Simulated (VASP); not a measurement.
Band structure of PtTe₂ (1T layered). Computed with vdW-DF2, VASP's PBE PAW potentials (set 64) (plane waves; VASP 6.6.1).

Unless said otherwise, spin-orbit coupling is left out, though it shifts the bands of the heavy elements here.

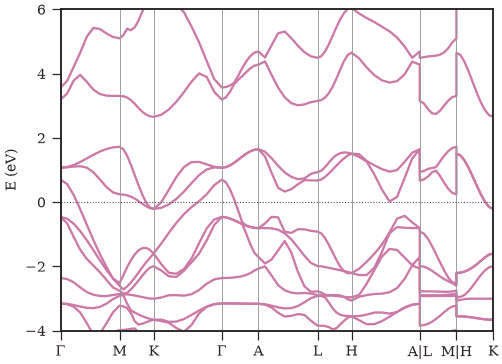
Figure: Bands along high-symmetry lines, zero at the valence-band maximum or, without a gap, the Fermi level

Problem. Read the plot: is there a gap, and where are the band edges?

Solution. It has no gap at this level: it comes out as a metal or semimetal. (Edges off the drawn lines would not show.)

The compound is PtTe2 in the 1T layered structure. It was relaxed first, which changed the volume by +22 %.
